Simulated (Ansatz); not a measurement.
The reference is Ag in the fcc (Cu type) structure (space group Fm-3m, No. 225; a = 4.0009 Å; relaxed with 0.1 eV smearing).

Structures relaxed with LDA (Ansatz, a quantum-chemistry and plane-wave program; PAW; 420 eV plane waves; no SOC).

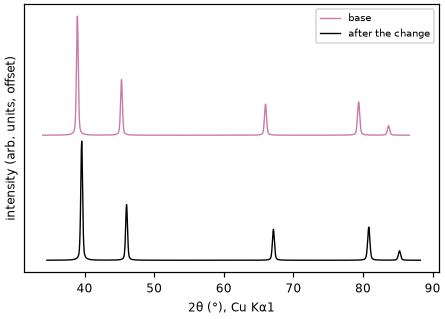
Fig. 1. Simulated powder patterns before (top) and after one change

Problem. Which of these changes matches the shifts?
A. isotropic strain −1.50 %
B. isotropic strain −0.50 %
C. isotropic strain +2.00 %
D. isotropic strain −2.50 %

Solution. A, isotropic strain −1.50 %. Its volume per atom is 15.30 Å³ against 16.01 Å³, and its space group is Fm-3m (No. 225).

Stability against distortions was not tested.
